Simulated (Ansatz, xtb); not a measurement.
# Ligand exchange: C2H7AlO + B(CH3)2(SH) → C2H7AlS + B(CH3)2(OH)

Species: C2H7AlO `C[CH2][AlH][OH]`, singlet; B(CH3)2(SH), singlet; C2H7AlS `C[CH2][AlH][SH]`, singlet; B(CH3)2(OH), singlet. The partners trade OH for SH: Al–OH and B–SH bonds give way to Al–SH and B–OH.

Shapes, held fixed at every level: PBE0-D4/def2-TZVP. Flexible molecules stand in one conformer, not always the lowest. Programs: Ansatz 0.2.0, xtb 6.7.1. The zero-point and thermal change to 298 K, harmonic and unscaled (PBE0-D4/def2-TZVP), is +2.7 kJ/mol.

| level | kind | ΔH(298 K) (kJ/mol) | less CCSD(T)/CBS estimate | CPU time (sum over the molecules) |
| --- | --- | --- | --- | --- |
| GFN0-xTB | semi-empirical | -207.8 | -178.3 | 0.1 s |
| HF/def2-TZVPP | Hartree–Fock | -37.9 | -8.4 | – |
| PBE-D4/def2-TZVPP | GGA | -30.9 | -1.4 | 32 s |
| BHLYP-D4/def2-TZVPP | global hybrid | -32.7 | -3.2 | 37 s |
| PBE0-D4/def2-TZVPP | global hybrid | -33.7 | -4.2 | 36 s |
| wB97M-V/def2-TZVPP | range-separated hybrid | -32.5 | -3.0 | 2.3 min |
| CCSD(T)/def2-SVP | coupled cluster or CI | -40.9 | -11.4 | 40 s |
| CCSD(T)/def2-TZVPP | coupled cluster or CI | -30.3 | -0.8 | 16 min |
| CCSD(T)/CBS estimate | coupled cluster or CI | -29.5 | 0.0 | 21 min |

The highest level, CCSD(T)/CBS estimate, gives ΔH(298 K) = -29.5 kJ/mol; the levels span -207.8 to -29.5. GFN0-xTB strays far from the other rows. The column of differences is taken from that level and isn't an error. No measured value is set beside it here. The CBS estimate extrapolates MP2 from def2-TZVPP and def2-QZVPP and adds CCSD(T) − MP2 in the triple-zeta set, cores frozen. Times are processor times on shared x86 and Arm servers, and rough.

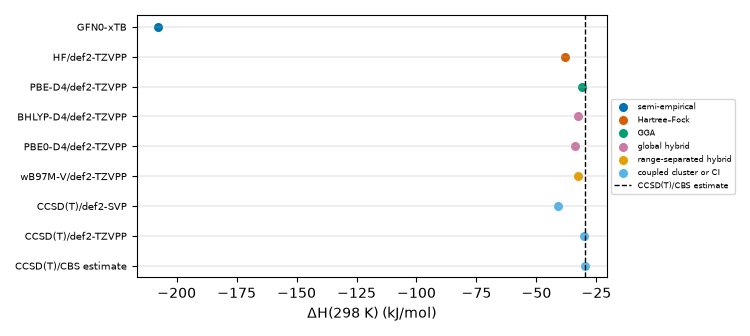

The values of the table, level by level.
